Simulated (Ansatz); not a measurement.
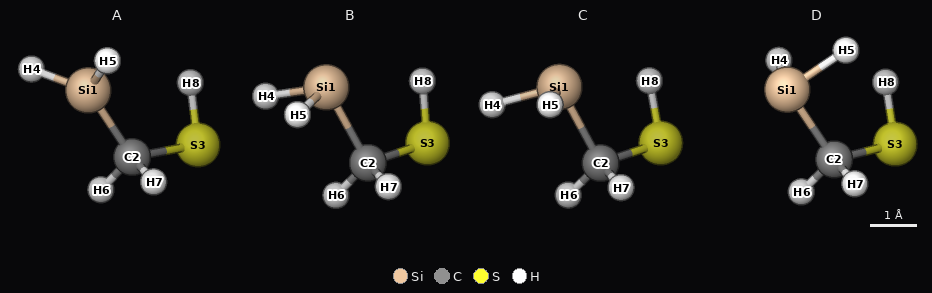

4 geometries from a converged minimum-energy path of CH$_{5}$SSi (charge −1), shuffled. A ball-and-stick model, seen at a tilt.

The calculation used RKS LDA/def2-SVP (Ansatz). Run with 7 movable images; climbing image; force threshold 0.05 eV/Å; iteration limit 60; starting path by image-dependent pair potential.

**Which frame is the top of the path?**

A. In order along the path, whose images run from 0 to 8: B (image 1, +0.01 eV), C (image 2, +0.03 eV), A (image 4, +1.33 eV), D (image 8, −0.01 eV). The motion is an umbrella inversion at Si1. No bond forms or breaks between the ends. Bond angles that change up to the highest image, for instance: H4–Si1–H5 92.6° → 119.9°, C2–Si1–H4 96.4° → 120.2°.

Limits of the set-up: the basis has no diffuse functions, which an anion needs.

The run took 100 s on 1 thread of Arm Neoverse V1, with other jobs on the host, peak memory 0.13 GiB.
